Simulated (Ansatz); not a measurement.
A series of calculations on GeH$_{4}$O

### Relaxation

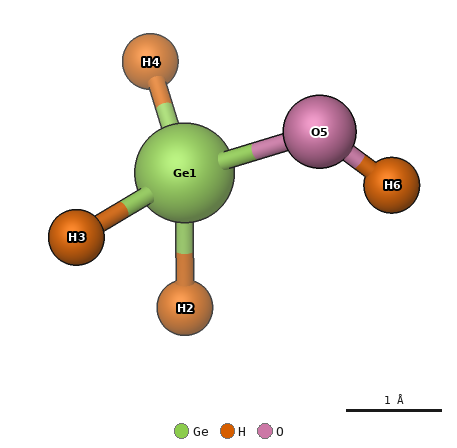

GeH₄O, before the relaxation. A ball-and-stick model, seen from a free direction.

The run prepares an end point of a later path (reaction) calculation, from a guessed geometry.

Method: Ansatz 0.2.0, RKS PBE-D4/def2-SVP.

The input:
```yaml
crystal:
  periodic: [false, false, false]
  atoms:
    - { symbol: Ge, position_ang: [0.126341, 0.026478, 0.10914] }
    - { symbol: H, position_ang: [0.544408, -0.020169, 1.584831] }
    - { symbol: H, position_ang: [1.653779, -0.065363, 0.017561] }
    - { symbol: H, position_ang: [-0.550385, 1.307254, -0.415648] }
    - { symbol: O, position_ang: [-0.73497, -1.432418, -0.512864] }
    - { symbol: H, position_ang: [-1.155273, -1.905283, 0.229479] }
basis:
  gaussian: { orbitals: def2-SVP }
hamiltonian:
  xc: pbe
  dispersion: d4
relax:
  f_tol: 0.03
  max_steps: 50
```

Command:
```bash
ansatz run input.yaml --threads 1 --pin off --max-ram 2048MiB --backend cpu --events-out ev --progress --plain --runs-dir out
```

What does the optimiser find from here?

The atom that moves furthest after the best rigid fit is H3 (0.41 Å). Largest moves by element: H 0.41 Å, O 0.37 Å, Ge 0.18 Å. Near-neighbour distances that change, for instance: Ge1–H2 1.534 → 1.558 Å, Ge1–H4 1.541 → 1.558 Å, Ge1–H3 1.533 → 1.545 Å. Bond angles that change, for instance: H2–Ge1–H3 77.5° → 111.0°, H3–Ge1–O5 114.0° → 103.7°, H2–Ge1–H4 118.2° → 109.4°. After 6 accepted moves (7 points after the start) the energy has fallen by 0.621 eV. The largest force component goes from 1.5 to 0.024 eV/Å. The line search rejected the trial step at point 6 of the run. The run took 8.9 s on 1 thread of Arm Neoverse V2 (shared host), peak memory 0.11 GiB.

Final geometry:

```xyz
6

Ge    0.2617   -0.0208    0.2257
H     0.3283    0.0463    1.7804
H     1.6791   -0.0383   -0.3880
H    -0.5624    1.1874   -0.3101
O    -0.4582   -1.5816   -0.3196
H    -1.3647   -1.6824    0.0241
```

After the run, drawn alike:

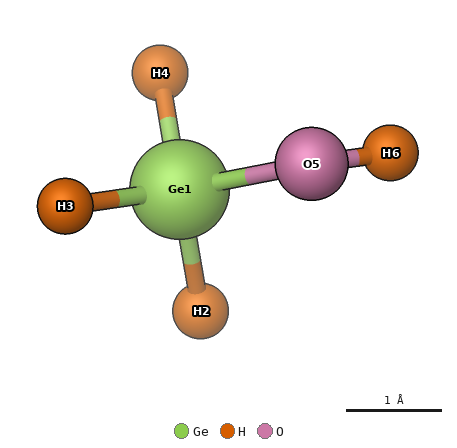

### Relaxation

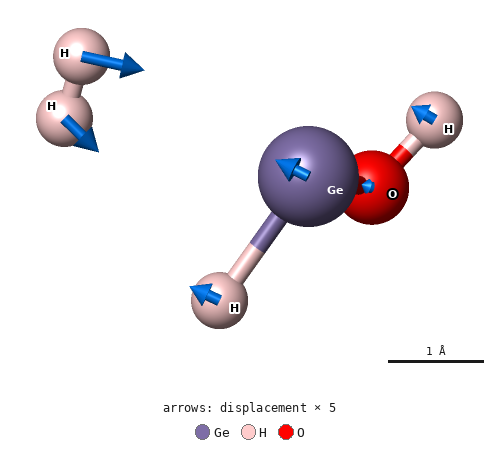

This is a relaxation of GeH4O. The starting structure is drawn; blue arrows show the displacements, magnified 5 times. The two geometries are superimposed by the best rigid fit.

The picture is a ball-and-stick view, seen at a tilt.

The run prepares an end point of a later path (reaction) calculation, from a guessed geometry.

These are results of RKS PBE-D4/def2-SVP in Ansatz 0.2.0, not measurements.

The input:
```yaml
crystal:
  periodic: [false, false, false]
  atoms:
    - { symbol: Ge, position_ang: [-0.952686, 0.101508, 0.430222] }
    - { symbol: H, position_ang: [1.631406, 0.028389, 1.367763] }
    - { symbol: H, position_ang: [1.779785, 0.254196, 0.697002] }
    - { symbol: H, position_ang: [-0.251384, 1.013557, -0.707573] }
    - { symbol: O, position_ang: [-0.945548, -1.378083, -0.62932] }
    - { symbol: H, position_ang: [-1.377674, -2.109066, -0.145594] }
basis:
  gaussian: { orbitals: def2-SVP }
hamiltonian:
  xc: pbe
  dispersion: d4
relax:
  f_tol: 0.03
  max_steps: 50
```

Run as
```bash
ansatz run input.yaml --threads 1 --pin off --max-ram 2048MiB --backend cpu --events-out ev --progress --plain --runs-dir out
```

Question: What happened in the run?

Answer: The energy falls by 0.050 eV in 6 accepted moves (8 points after the start). Largest force component: 1.8 eV/Å at the start, 0.0094 eV/Å at the end. The line search rejected the trial steps at points 2, 5 of the run. The atom that moves furthest after the best rigid fit is H2 (0.14 Å). By element the largest moves are H 0.14 Å, Ge 0.08 Å, O 0.03 Å. Among the contacts that change: H2–H3 0.723 → 0.777 Å.

Limits of the set-up: the start holds two separate molecules, 2.6 Å apart at their closest, whose relative position is a soft coordinate.

### Path

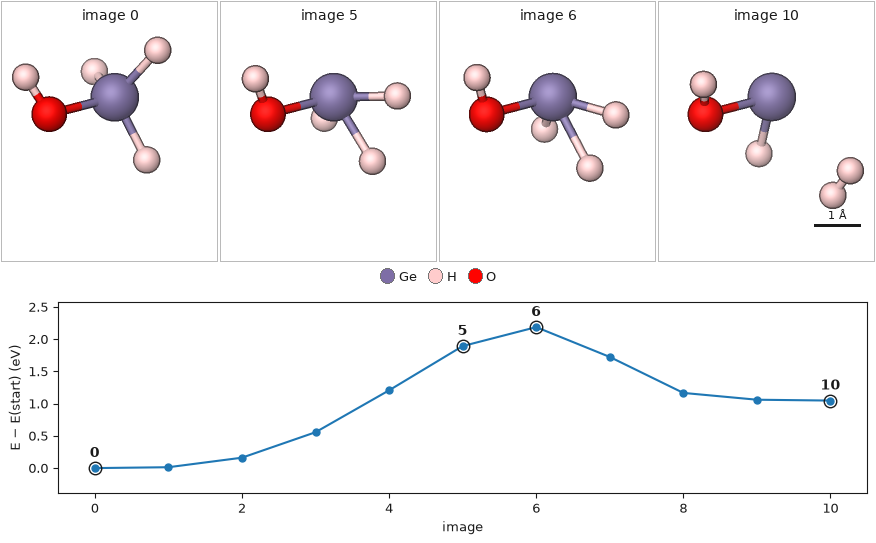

A search for the minimum-energy path of GeH₄O by the nudged elastic band. Images are numbered from 0 (start) to 10 (end). Style: ball-and-stick. Shown at a tilt.

These are results of RKS PBE-D4/def2-SVP in Ansatz 0.2.0, not measurements. Settings: 9 movable images; climbing image; force threshold 0.03 eV/Å; iteration limit 60; starting path through a guess of the saddle point.

Describe the mechanism and the energy profile.

Answer. Breaking: 2 Ge–H (1.54–1.56 → 2.54–2.59 Å). Forming: H–H (2.56 → 0.78 Å). The highest point, image 6, lies 2.19 eV above the start and 1.14 eV above the end; the end is at +1.05 eV relative to the start. The band converged in 17 iterations. The largest component of the band force went from 5.8 to 0.013 eV/Å. The climbing image converged on the top of the path. Its vibrational analysis gives one imaginary mode (1103i cm⁻¹), as a transition state must have.

Cost: 2.5 min on 1 thread of Arm Neoverse V2, with other jobs on the host, peak memory 0.11 GiB.
